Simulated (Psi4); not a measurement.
# One shape, several levels: CCl3F (trichlorofluoromethane)

We compute a comparison of 6 runs (B3LYP/6-31G*, BHLYP/6-31G*, M06-L/6-31G*, PBE/6-31G*, TPSS/6-31G*, revPBE/6-31G*) of CCl3F (trichlorofluoromethane). 

Program for the calculation: Psi4 1.11.

### 1 Starting point

The species is CCl3F (5 atoms), meant as a singlet with charge 0. As SMILES, `FC(Cl)(Cl)Cl`. One bond was lengthened or shortened from a relaxed shape.

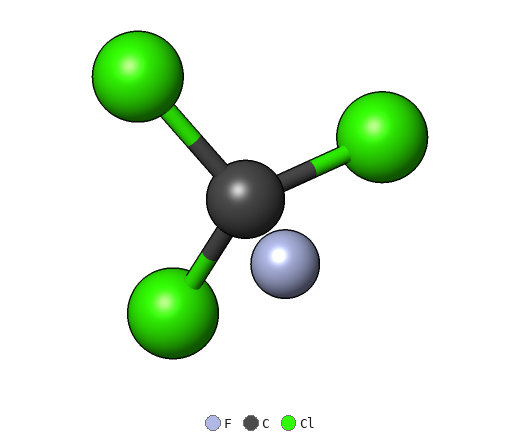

Viewed from a chosen angle; fluorine light blue, carbon dark grey, chlorine green.

### 2 A single-point energy at B3LYP/6-31G(d) (spherical functions) (run 1)

Input file calc.in:

```
memory 2200 mb

molecule molecule1 {
  0 1
  F      1.96907006    -1.77224374     1.46265558
  C      0.08441407    -0.07598589     0.06272001
  Cl    -2.61634472     0.29783973     1.96718600
  Cl    -0.71803924    -1.53914413    -2.81410456
  Cl     1.52674753     2.86824521    -0.49584524
  units bohr
  symmetry c1
}

set puream true
set e_convergence 1e-09
set d_convergence 1e-08
set scf_type pk
set dft_radial_points 99
set dft_spherical_points 590

E, wfn = energy('b3lyp/6-31G*', return_wfn=True)
oeprop(wfn, 'QUADRUPOLE', 'MULLIKEN_CHARGES', 'WIBERG_LOWDIN_INDICES')
```

On the command line:

```sh
psi4 -i calc.in -o calc.out -n 1
```

calc.out:

```text
[...]
  Running in c1 symmetry.
[...]
  Nuclear repulsion =  360.150250407081330
[...]
  Multiplicity = 1
[...]
  Nalpha       = 33
  Nbeta        = 33
[...]
    Number of basis functions: 82
[...]
   @RKS iter   1: -1518.41322021872179   -7.65975e-02   4.77288e-03 ADIIS/DIIS
[...]
   @RKS iter  11: -1518.47515264180470   -2.27374e-13   1.19803e-09 DIIS
[...]
    Orbital Energies [Eh]
    ---------------------
    Doubly Occupied:
       1A   -101.571523     2A   -101.571522     3A   -101.571494
       4A    -24.711970     5A    -10.449680     6A     -9.505035
       7A     -9.505034     8A     -9.504961     9A     -7.269054
      10A     -7.269030    11A     -7.269029    12A     -7.257746
      13A     -7.257745    14A     -7.257732    15A     -7.257451
      16A     -7.257446    17A     -7.257445    18A     -1.187993
      19A     -0.966738    20A     -0.869751    21A     -0.869749
      22A     -0.650098    23A     -0.529932    24A     -0.520151
      25A     -0.520150    26A     -0.410660    27A     -0.410659
      28A     -0.377704    29A     -0.372177    30A     -0.372175
      31A     -0.341731    32A     -0.341730    33A     -0.328575
[...]
  @RKS Final Energy: -1518.47515264180470
   => Energetics <=
    Nuclear Repulsion Energy =            360.1502504070813302
    One-Electron Energy =               -2813.9273670866132306
    Two-Electron Energy =                1016.3804965897854800
    DFT Exchange-Correlation Energy =     -81.0785325520583768
    Empirical Dispersion Energy =           0.0000000000000000
    VV10 Nonlocal Energy =                  0.0000000000000000
    Total Energy =                      -1518.4751526418046979
[...]
 Multipole Moments:
 ------------------------------------------------------------------------------------
     Multipole            Electronic (a.u.)      Nuclear  (a.u.)        Total (a.u.)
 ------------------------------------------------------------------------------------
 L = 1.  Multiply by 2.5417464519 to convert [e a0] to [Debye]
 Dipole X            :          0.1744193           -0.4634251           -0.2890058
 Dipole Y            :         -0.1569831            0.4170998            0.2601167
 Dipole Z            :          0.1295767           -0.3442370           -0.2146603
 Magnitude           :                                                    0.4441442
 L = 2.  Multiply by 1.3450342976 to convert [e a0^2] to [Debye ang]
 Quadrupole XX       :       -232.6900253          197.3336377          -35.3563876
 Quadrupole XY       :        -49.7938091           50.6678792            0.8740701
[...]
  Mulliken Charges: (a.u.)
   Center  Symbol    Alpha    Beta     Spin     Total
       1     F     4.64982  4.64982  0.00000 -0.29964
       2     C     2.98853  2.98853  0.00000  0.02295
       3    CL     8.45388  8.45388  0.00000  0.09223
       4    CL     8.45389  8.45389  0.00000  0.09223
       5    CL     8.45389  8.45389  0.00000  0.09223
   Total alpha = 33.00000, Total beta = 33.00000, Total charge = -0.00000
  Wiberg Bond Indices using Orthogonal Lowdin Orbitals:
[...]
```

Wall time 18 s (1 thread of Intel Xeon at 2.50GHz (Skylake/Cascade Lake), shared host); peak memory 0.81 GiB.

### 3 Energy and gradient at BHLYP/6-31G(d) (spherical functions) (run 2)

Input file run.py:

```python
import numpy as np
from ase.calculators.psi4 import Psi4
from ase import Atoms

atoms = Atoms(['F', 'C', 'Cl', 'Cl', 'Cl'], positions=[
    [1.041987, -0.937831, 0.774004],
    [0.044670, -0.040210, 0.033190],
    [-1.384510, 0.157610, 1.040990],
    [-0.379970, -0.814480, -1.489160],
    [0.807920, 1.517810, -0.262390],
])
calc = Psi4(atoms=atoms, method='bhhlyp', basis='6-31G*', memory='2200MB', num_threads=1, charge=0, multiplicity=1, label='calc')
calc.psi4.set_options({'puream': True, 'e_convergence': 1e-09, 'd_convergence': 1e-08, 'scf_type': 'pk', 'dft_radial_points': 99, 'dft_spherical_points': 590})
atoms.calc = calc

forces = atoms.get_forces()
print(f'energy: {atoms.get_potential_energy():.6f} eV')
print('forces / eV A^-1')
print(np.round(forces, 5))
```

On the command line:

```sh
python run.py
```

calc.dat, shortened:

```text
[...]
  Running in c1 symmetry.
[...]
  Nuclear repulsion =  360.150250501988182
[...]
  Multiplicity = 1
[...]
  Nalpha       = 33
  Nbeta        = 33
[...]
    Number of basis functions: 82
[...]
   @RKS iter   1: -1518.26881247648657   -1.35356e-01   5.81753e-03 ADIIS/DIIS
[...]
   @RKS iter  11: -1518.37260350856900   -2.27374e-12   2.68036e-09 DIIS
[...]
  @RKS Final Energy: -1518.37260350856900
   => Energetics <=
    Nuclear Repulsion Energy =            360.1502505019881824
    One-Electron Energy =               -2813.7645673528395491
    Two-Electron Energy =                 986.8752042098475386
    DFT Exchange-Correlation Energy =     -51.6334908675651363
    Empirical Dispersion Energy =           0.0000000000000000
    VV10 Nonlocal Energy =                  0.0000000000000000
    Total Energy =                      -1518.3726035085690000
[...]
 Multipole Moments:
 ------------------------------------------------------------------------------------
     Multipole            Electronic (a.u.)      Nuclear  (a.u.)        Total (a.u.)
 ------------------------------------------------------------------------------------
 L = 1.  Multiply by 2.5417464519 to convert [e a0] to [Debye]
 Dipole X            :          0.1397918           -0.4634251           -0.3236332
 Dipole Y            :         -0.1258185            0.4170998            0.2912813
 Dipole Z            :          0.1038563           -0.3442370           -0.2403807
 Magnitude           :                                                    0.4973592
[...]
  -Total Gradient:
     Atom            X                  Y                   Z
    ------   -----------------  -----------------  -----------------
       1        0.061794441656    -0.055615139199     0.045898429045
       2       -0.040235930473     0.036212186889    -0.029879765860
       3       -0.011041198128     0.006003256938    -0.000716119590
       4       -0.007408245317     0.002486097656    -0.009868916512
       5       -0.003110892230     0.010918904417    -0.005432200905
[...]
```

The script printed:

```text
energy: -41317.023043 eV
forces / eV A^-1
[[-3.1776   2.85985 -2.36019]
 [ 2.06901 -1.86211  1.53648]
 [ 0.56776 -0.3087   0.03682]
 [ 0.38095 -0.12784  0.50748]
 [ 0.15997 -0.56147  0.27933]]
```

Wall time 29 s (1 thread of Intel Xeon at 2.50GHz (Skylake/Cascade Lake), shared host); peak memory 0.82 GiB.

Runs 3 to 4 aren't shown in full; the table further down has their settings and results.

### 4 A single-point energy at TPSS/6-31G(d) (spherical functions) (run 5)

Input file ccl3f_ase.py:

```python
import numpy as np
from ase.calculators.psi4 import Psi4
from ase import Atoms

mol = Atoms(['F', 'C', 'Cl', 'Cl', 'Cl'], positions=[
    [1.041987, -0.937831, 0.774004],
    [0.044670, -0.040210, 0.033190],
    [-1.384510, 0.157610, 1.040990],
    [-0.379970, -0.814480, -1.489160],
    [0.807920, 1.517810, -0.262390],
])
calc = Psi4(atoms=mol, method='tpss', basis='6-31G*', memory='2200MB', num_threads=1, charge=0, multiplicity=1, label='calc')
calc.psi4.set_options({'puream': True, 'e_convergence': 1e-09, 'd_convergence': 1e-08, 'scf_type': 'pk', 'dft_radial_points': 99, 'dft_spherical_points': 590})
mol.calc = calc

print(f'energy: {mol.get_potential_energy():.6f} eV')
```

On the command line:

```sh
python ccl3f_ase.py
```

calc.dat:

```text
[...]
  Running in c1 symmetry.
[...]
  Nuclear repulsion =  360.150250501988182
[...]
  Multiplicity = 1
[...]
  Nalpha       = 33
  Nbeta        = 33
[...]
    Number of basis functions: 82
[...]
   @RKS iter   1: -1518.47072183736987   -4.20711e-02   4.04971e-03 ADIIS/DIIS
[...]
   @RKS iter  11: -1518.51592482345018   -1.81899e-12   4.58115e-10 DIIS
[...]
    Orbital Energies [Eh]
    ---------------------
    Doubly Occupied:
       1A   -101.028624     2A   -101.028620     3A   -101.028596
       4A    -24.439115     5A    -10.256097     6A     -9.282989
       7A     -9.282986     8A     -9.282925     9A     -7.065317
      10A     -7.065293    11A     -7.065290    12A     -7.052197
      13A     -7.052194    14A     -7.052182    15A     -7.051829
      16A     -7.051824    17A     -7.051822    18A     -1.108637
      19A     -0.900310    20A     -0.806836    21A     -0.806833
      22A     -0.599228    23A     -0.482465    24A     -0.476366
      25A     -0.476364    26A     -0.355582    27A     -0.355582
      28A     -0.338152    29A     -0.330962    30A     -0.330961
      31A     -0.301731    32A     -0.301730    33A     -0.290768
[...]
  @RKS Final Energy: -1518.51592482345018
   => Energetics <=
    Nuclear Repulsion Energy =            360.1502505019881824
    One-Electron Energy =               -2813.9832264444444263
    Two-Electron Energy =                1035.9918384024092575
    DFT Exchange-Correlation Energy =    -100.6747872834029778
    Empirical Dispersion Energy =           0.0000000000000000
    VV10 Nonlocal Energy =                  0.0000000000000000
    Total Energy =                      -1518.5159248234501774
[...]
 Multipole Moments:
 ------------------------------------------------------------------------------------
     Multipole            Electronic (a.u.)      Nuclear  (a.u.)        Total (a.u.)
 ------------------------------------------------------------------------------------
 L = 1.  Multiply by 2.5417464519 to convert [e a0] to [Debye]
 Dipole X            :          0.1952011           -0.4634251           -0.2682240
 Dipole Y            :         -0.1756997            0.4170998            0.2414000
 Dipole Z            :          0.1450234           -0.3442370           -0.1992136
 Magnitude           :                                                    0.4121943
[...]
```

On the terminal:

```text
energy: -41320.923015 eV
```

It took 60 s on 1 thread of Intel Xeon at 2.50GHz (Skylake/Cascade Lake), shared host; peak memory 0.94 GiB.

### 5 Energy and forces at revPBE/6-31G(d) (spherical functions) (run 6)

Input file ccl3f.xyz:

```xyz
5
CCl3F
F      1.041987    -0.937831     0.774004
C      0.044670    -0.040210     0.033190
Cl    -1.384510     0.157610     1.040990
Cl    -0.379970    -0.814480    -1.489160
Cl     0.807920     1.517810    -0.262390
```

Input file job.py:

```python
import psi4

psi4.set_memory('2200 MB')
psi4.set_num_threads(1)
psi4.core.set_output_file('ccl3f.out', False)

with open('ccl3f.xyz') as f:
    atoms = ''.join(f.readlines()[2:])
m = psi4.geometry('0 1\n' + atoms + 'symmetry c1\nno_reorient\nno_com')

psi4.set_options({
    'basis': '6-31G*',
    'reference': 'rks',
    'puream': True,
    'e_convergence': 1e-09,
    'd_convergence': 1e-08,
    'scf_type': 'pk',
    'dft_radial_points': 99,
    'dft_spherical_points': 590,
})

result, w = psi4.gradient('REVPBE', molecule=m, return_wfn=True)
psi4.oeprop(w, 'DIPOLE', 'WIBERG_LOWDIN_INDICES', 'LOWDIN_CHARGES')
print('gradient / Eh bohr^-1')
print(result.np.round(6))
print(f'energy = {w.energy():.10f} Eh')
```

On the command line:

```sh
python job.py
```

ccl3f.out, shortened:

```text
[...]
  Running in c1 symmetry.
[...]
  Nuclear repulsion =  360.150250501988182
[...]
  Multiplicity = 1
[...]
  Nalpha       = 33
  Nbeta        = 33
[...]
    Number of basis functions: 82
[...]
   @RKS iter   1: -1518.10422362164013   -2.80433e-02   3.89394e-03 ADIIS/DIIS
[...]
   @RKS iter  10: -1518.14777020917063   -3.09228e-11   8.89850e-09 DIIS
[...]
  @RKS Final Energy: -1518.14777020917063
   => Energetics <=
    Nuclear Repulsion Energy =            360.1502505019881824
    One-Electron Energy =               -2813.9287612322586938
    Two-Electron Energy =                1035.9231352724227690
    DFT Exchange-Correlation Energy =    -100.2923947513226892
    Empirical Dispersion Energy =           0.0000000000000000
    VV10 Nonlocal Energy =                  0.0000000000000000
    Total Energy =                      -1518.1477702091706306
[...]
  -Total Gradient:
     Atom            X                  Y                   Z
    ------   -----------------  -----------------  -----------------
       1        0.043092315448    -0.038782292517     0.032005277997
       2       -0.034423404519     0.030979394311    -0.025559505521
       3        0.003855703062     0.003419819391    -0.010240158117
       4       -0.002502400206     0.009579664130     0.005784939556
       5       -0.010031114502    -0.005197096036    -0.001984558099
[...]
 Multipole Moments:
 ------------------------------------------------------------------------------------
     Multipole            Electronic (a.u.)      Nuclear  (a.u.)        Total (a.u.)
 ------------------------------------------------------------------------------------
 L = 1.  Multiply by 2.5417464519 to convert [e a0] to [Debye]
 Dipole X            :         12.2447775          -12.5017043           -0.2569268
 Dipole Y            :        -11.0206448           11.2518848            0.2312400
 Dipole Z            :          9.0959370           -9.2867642           -0.1908272
 Magnitude           :                                                    0.3948397
[...]
```

The script printed:

```text
gradient / Eh bohr^-1
[[ 0.043092 -0.038782  0.032005]
 [-0.034423  0.030979 -0.02556 ]
 [ 0.003856  0.00342  -0.01024 ]
 [-0.002502  0.00958   0.005785]
 [-0.010031 -0.005197 -0.001985]]
energy = -1518.1477702092 Eh
```

Wall time 35 s (1 thread of Intel Xeon at 2.50GHz (Skylake/Cascade Lake), shared host); peak memory 0.81 GiB.

### 6 Overview of the runs

| run | level | task | energy (Eh) | dipole moment (D) | HOMO energy (eV) | LUMO energy (eV) | wall time |
| --- | --- | --- | --- | --- | --- | --- | --- |
| 1 | B3LYP/6-31G* (spherical functions) | energy | -1518.475153 | 1.13 | -8.94 | -1.63 | 18 s |
| 2 | BHLYP/6-31G* (spherical functions) | gradient | -1518.372604 | 1.26 | -10.62 | -0.24 | 29 s |
| 3 | M06-L/6-31G* (spherical functions) | gradient | -1518.408062 | 1.14 | -8.22 | -2.43 | 47 s |
| 4 | PBE/6-31G* (spherical functions) | gradient | -1517.743792 | 1.01 | -7.75 | -2.44 | 37 s |
| 5 | TPSS/6-31G* (spherical functions) | energy | -1518.515925 | 1.05 | -7.91 | -2.37 | 60 s |
| 6 | revPBE/6-31G* (spherical functions) | gradient | -1518.147770 | 1.00 | -7.71 | -2.38 | 35 s |

### 7 What came out

| quantity | value |
| --- | --- |
| run 6: total energy | -1518.14777 Eh |
| run 6: dipole moment | 1.00 D |
| run 6: HOMO energy | -7.71 eV |
| run 6: LUMO energy | -2.38 eV |
| run 6: HOMO–LUMO gap | 5.33 eV |
| run 6: largest force on an atom | 3.405 eV/Å |

In words: The dipole moment (its size) runs from 1.00 D (revPBE/6-31G*) to 1.26 D (BHLYP/6-31G*). The HOMO–LUMO gap runs from 5.30 eV (PBE/6-31G*) to 10.38 eV (BHLYP/6-31G*). Totals of different functionals can't be ranked against each other. All runs together took 3.8 min, the longest 60 s.
